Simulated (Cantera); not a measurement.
Charge: 1 mol Ti, 1.2 mol C3H8, 210 mol N2, held at 0.000350 bar.

Method: chemical equilibrium by Gibbs-energy minimisation in Cantera with the NASA 1993 tables (ideal gas, pure condensed phases). Candidate condensed phases: C, C6H6, C7H8, C8H18, Ti, TiC, TiN; 93 gas species. TiC: taken at fixed stoichiometry. Rates play no part.

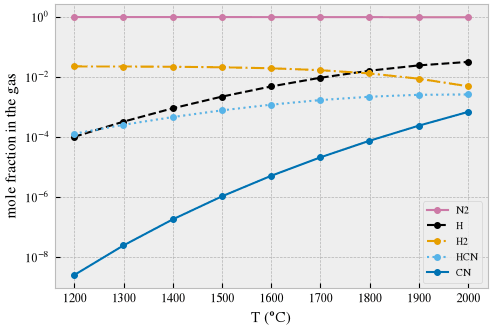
*Equilibrium gas composition (values under 1e-9 drawn at 1e-9)*

Question: Read off the mole fractions at 1200 °C.

Answer: N2 about 0.98, H2 about 0.022, HCN about 0.00013, H about 0.00010.
